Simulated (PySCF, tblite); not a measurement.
# C₆H₁₁NSi: dynamics, then NMR shifts on frames, part 2 of 2

tblite 0.8.0 and PySCF 2.14.0. Atoms count from 0. The steps go on from the part before.

## 6. Nuclear shieldings: 800 fs, PBE0/pcSseg-1

What the job is given:

```
{"job": {"kind": "nmr", "xc": "PBE0", "basis": "pcSseg-1", "pop": false}, "charge": 0, "multiplicity": 1}
C     -2.162100     1.421600     0.796400
N     -1.125800     0.575500     0.303900
C     -1.045000     0.117100    -0.918800
C      0.102100    -0.636800    -1.029700
C      0.765100    -0.557100     0.155700
C      2.186100    -0.980200     0.342800
Si     3.349900     0.528900     0.517900
C      0.007500     0.248900     0.945500
H     -1.996500     1.777700     1.788100
H     -3.233300     0.949600     0.827400
H     -2.261300     2.378300     0.201400
H     -1.905300     0.233200    -1.605600
H      0.340400    -1.236200    -1.871300
H      2.328400    -1.678000     1.162200
H      2.523300    -1.450100    -0.639200
H      2.972600     1.554800    -0.509300
H      3.040900     1.312000     1.786800
H      4.742000     0.052200     0.729200
H      0.244300     0.553900     1.953600
```

Level: GIAO PBE0/pcSseg-1 NMR shielding, non-relativistic, gas phase.

The log of the run:

```text
coarse grid: 16024 points
cycle   1  E = -578.8349222211  dE =  1.338e+00  |g| = 4.826e-01  |ddm| = 3.999e+00
cycle   2  E = -578.7774836444  dE =  5.744e-02  |g| = 6.820e-01  |ddm| = 1.321e+00
cycle   3  E = -578.8948803558  dE = -1.174e-01  |g| = 1.202e-01  |ddm| = 8.360e-01
cycle   4  E = -578.8981175878  dE = -3.237e-03  |g| = 3.735e-02  |ddm| = 1.492e-01
cycle   5  E = -578.8984498054  dE = -3.322e-04  |g| = 7.333e-03  |ddm| = 4.540e-02
cycle   6  E = -578.8984602992  dE = -1.049e-05  |g| = 2.610e-03  |ddm| = 8.912e-03
cycle   7  E = -578.8984616613  dE = -1.362e-06  |g| = 3.622e-04  |ddm| = 1.966e-03
final grid: 149264 points
cycle   8  E = -578.9439941671  dE = -3.509e-05  |g| = 7.146e-03  |ddm| = 3.891e-02
cycle   9  E = -578.9439903391  dE =  3.828e-06  |g| = 8.202e-03  |ddm| = 1.775e-02
cycle  10  E = -578.9440078759  dE = -1.754e-05  |g| = 7.741e-04  |ddm| = 9.383e-03
cycle  11  E = -578.9440079802  dE = -1.044e-07  |g| = 2.916e-04  |ddm| = 7.259e-04
cycle  12  E = -578.9440079954  dE = -1.521e-08  |g| = 9.128e-05  |ddm| = 2.912e-04
cycle  13  E = -578.9440079973  dE = -1.878e-09  |g| = 3.370e-05  |ddm| = 1.220e-04
cycle  14  E = -578.9440079976  dE = -2.822e-10  |g| = 4.933e-06  |ddm| = 3.811e-05
converged SCF energy = -578.9440079976

GIAO shielding tensors (ppm)
atom      isotropic    diamagn.    paramagn.     s11        s22        s33       span
  0 C      148.614     239.029     -90.415    127.561    131.433    186.848     59.287
  1 N      101.718     333.440    -231.722     -0.538    112.384    193.308    193.846
  2 C       66.734     255.788    -189.054     -1.774     70.174    131.801    133.575
  3 C       73.237     255.003    -181.766     -1.629     75.541    145.800    147.429
  4 C       67.016     261.640    -194.624     -5.711     42.903    163.858    169.569
  5 C      172.552     250.374     -77.822    156.738    164.470    196.447     39.709
  6 Si     412.049     878.459    -466.410    360.185    384.458    491.503    131.318
  7 C       68.089     256.003    -187.914     -1.388     82.604    123.051    124.439
  8 H       28.656      28.797      -0.142     23.877     27.767     34.322     10.445
  9 H       26.530      25.108       1.422     22.005     24.089     33.495     11.491
 10 H       27.183      26.587       0.596     22.797     24.721     34.032     11.236
 11 H       24.947      31.888      -6.941     21.156     26.223     27.461      6.306
 12 H       25.998      34.655      -8.657     23.431     26.775     27.789      4.358
 13 H       29.342      29.412      -0.070     24.996     27.064     35.966     10.969
 14 H       28.628      29.457      -0.829     23.515     28.498     33.871     10.356
 15 H       27.505      28.286      -0.781     24.358     26.670     31.486      7.129
 16 H       27.236      28.850      -1.614     23.778     26.629     31.302      7.523
 17 H       27.063      27.323      -0.260     23.528     24.416     33.244      9.716
 18 H       25.486      35.214      -9.729     21.738     25.731     28.989      7.251
```

Run time: 23 s. Hardware: 1 thread of Arm Neoverse V2, shared host; peak memory 0.88 GiB.

This run: δ C2 120.2, C4 119.9, C7 118.8, C3 113.7, H11 6.77, H18 6.23 ppm.

## 7. Nuclear shieldings: 1000 fs, PBE0/pcSseg-1

What the job is given:

```
{"job": {"kind": "nmr", "xc": "PBE0", "basis": "pcSseg-1", "pop": false}, "charge": 0, "multiplicity": 1}
C     -2.029600     1.758300     0.374300
N     -1.076300     0.763200    -0.075100
C     -1.048600     0.162100    -1.308800
C      0.173600    -0.519000    -1.365700
C      0.823200    -0.324800    -0.092500
C      2.135300    -0.892200     0.248100
Si     3.444600     0.488600     0.146800
C      0.001400     0.439700     0.706000
H     -1.416400     2.566500     0.814700
H     -2.587800     1.290000     1.186900
H     -2.770700     2.010700    -0.439500
H     -1.819400     0.289300    -2.006200
H      0.569900    -1.008400    -2.236200
H      2.051900    -1.311400     1.331400
H      2.414100    -1.737900    -0.430300
H      3.268900     1.186700    -1.198000
H      3.222400     1.540000     1.153600
H      4.897800    -0.069500     0.301200
H      0.188000     0.789000     1.662300
```

With the program's defaults for keys left out, this is: GIAO PBE0/pcSseg-1 NMR shielding, non-relativistic, gas phase.

The log of the run:

```text
coarse grid: 16024 points
cycle   1  E = -578.8525356159  dE =  1.037e+00  |g| = 4.323e-01  |ddm| = 3.969e+00
cycle   2  E = -578.8062174856  dE =  4.632e-02  |g| = 6.134e-01  |ddm| = 1.151e+00
cycle   3  E = -578.9010538271  dE = -9.484e-02  |g| = 1.242e-01  |ddm| = 7.221e-01
cycle   4  E = -578.9046315552  dE = -3.578e-03  |g| = 3.262e-02  |ddm| = 1.416e-01
cycle   5  E = -578.9048810438  dE = -2.495e-04  |g| = 8.523e-03  |ddm| = 3.925e-02
cycle   6  E = -578.9048951510  dE = -1.411e-05  |g| = 2.970e-03  |ddm| = 8.960e-03
cycle   7  E = -578.9048969904  dE = -1.839e-06  |g| = 5.532e-04  |ddm| = 2.462e-03
final grid: 149264 points
cycle   8  E = -578.9502137863  dE = -3.392e-05  |g| = 7.080e-03  |ddm| = 3.272e-02
cycle   9  E = -578.9502109033  dE =  2.883e-06  |g| = 7.896e-03  |ddm| = 1.658e-02
cycle  10  E = -578.9502272984  dE = -1.640e-05  |g| = 9.057e-04  |ddm| = 8.833e-03
cycle  11  E = -578.9502274637  dE = -1.653e-07  |g| = 2.132e-04  |ddm| = 7.413e-04
cycle  12  E = -578.9502274724  dE = -8.658e-09  |g| = 5.944e-05  |ddm| = 1.920e-04
cycle  13  E = -578.9502274730  dE = -6.344e-10  |g| = 3.215e-05  |ddm| = 8.638e-05
cycle  14  E = -578.9502274733  dE = -2.622e-10  |g| = 5.870e-06  |ddm| = 3.479e-05
converged SCF energy = -578.9502274733

GIAO shielding tensors (ppm)
atom      isotropic    diamagn.    paramagn.     s11        s22        s33       span
  0 C      144.871     245.368    -100.497    120.715    129.543    184.355     63.640
  1 N       87.951     335.522    -247.571     -2.327     96.145    170.035    172.362
  2 C       56.839     255.756    -198.917    -21.666     64.745    127.438    149.104
  3 C       65.858     254.290    -188.431     -9.368     65.036    141.907    151.275
  4 C       51.652     264.736    -213.083    -18.385     24.168    149.174    167.560
  5 C      168.571     247.194     -78.623    155.632    160.827    189.253     33.621
  6 Si     409.661     877.441    -467.780    367.389    391.727    469.869    102.481
  7 C       66.495     255.811    -189.315    -10.237     77.998    131.725    141.963
  8 H       27.226      28.402      -1.176     21.611     26.780     33.287     11.676
  9 H       27.519      28.956      -1.437     23.093     25.721     33.743     10.650
 10 H       27.252      27.373      -0.121     22.608     26.283     32.867     10.259
 11 H       25.349      33.953      -8.604     23.088     26.109     26.850      3.763
 12 H       25.335      34.371      -9.036     23.048     25.846     27.112      4.064
 13 H       27.522      28.030      -0.508     22.557     26.702     33.308     10.750
 14 H       28.578      29.356      -0.778     23.477     28.001     34.257     10.780
 15 H       27.161      27.697      -0.536     23.907     26.645     30.930      7.022
 16 H       27.650      28.679      -1.029     24.114     26.858     31.977      7.863
 17 H       26.274      25.965       0.310     23.045     23.751     32.028      8.983
 18 H       25.424      37.339     -11.915     22.876     23.949     29.447      6.571
```

Wall time 24 s (1 thread of Arm Neoverse V2, shared host); peak memory 0.9 GiB.

This run: δ C4 135.3, C2 130.1, C3 121.1, C7 120.4, H12 6.38, H11 6.37 ppm.

## 8. Run by run: NMR shifts

Shifts (ppm) of some atoms, chosen among heavy atoms and hydrogens apart, with basis size and wall time:

| frame | C4 | C3 | C5 | H13 | H14 | N1 | Si6 | functions | time |
| --- | --- | --- | --- | --- | --- | --- | --- | --- | --- |
| 250 fs | 126.9 | 108.0 | 6.3 | 1.63 | 1.27 | 177.8 | -67.4 | 198 | 32 s |
| 425 fs | 126.6 | 114.9 | 15.7 | 3.94 | 2.60 | 169.5 | -83.2 | 198 | 23 s |
| 625 fs | 135.0 | 125.2 | 5.5 | 1.06 | 0.96 | 176.0 | -65.6 | 198 | 24 s |
| 800 fs | 119.9 | 113.7 | 14.4 | 2.38 | 3.09 | 166.0 | -62.9 | 198 | 23 s |
| 1000 fs | 135.3 | 121.1 | 18.4 | 4.19 | 3.14 | 179.8 | -60.5 | 198 | 24 s |

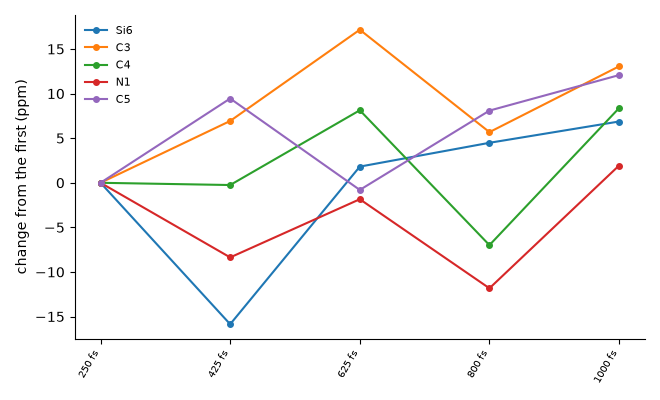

How five of the tabulated atoms move from run to run.

## 9. Results

The summary covers parts 1 to 2.

| quantity | value |
| --- | --- |
| thermostat | 300 K |
| mean temperature, second half | 316 K |
| mean potential energy above the minimum | 0.69 eV |
| ¹³C shifts against TMS (PBE0/pcSseg-1, 250 fs) | 128.2, 126.9, 124.0, 108.0, 36.8, 6.3 ppm |
| ¹H shifts against TMS (PBE0/pcSseg-1, 250 fs) | 6.65, 6.49, 5.65, 4.72, 4.25, 4.25, 3.99, 2.75, 2.67, 1.63, 1.27 ppm |
| ¹⁵N shifts against NH3 (PBE0/pcSseg-1, 250 fs) | 177.8 ppm |
| ²⁹Si shifts against TMS (PBE0/pcSseg-1, 250 fs) | -67.4 ppm |
| surface potential, 1st and 99th percentile | -1.07 V and 1.16 V |
| range of the shift of Si6 | -83.2 to -60.5 ppm |

**Reading.** In the second half the potential energy averages 0.69 eV above the minimum; equipartition over 51 harmonic modes at 300 K would give 0.66 eV. With 19 atoms the temperature swings widely (143 to 389 K). Shifts at one fixed geometry are not the observed spectrum, which averages over the motion. In the first frame run (250 fs): The widest tensor belongs to N1: span 190 ppm, with a paramagnetic part of -247 ppm. NICS(1)zz of -27 ppm above the planar ring from N1 marks a diatropic (aromatic) ring current. Across the 5 runs the shift of Si6 moves most, between -83.2 (425 fs) and -60.5 ppm (1000 fs).
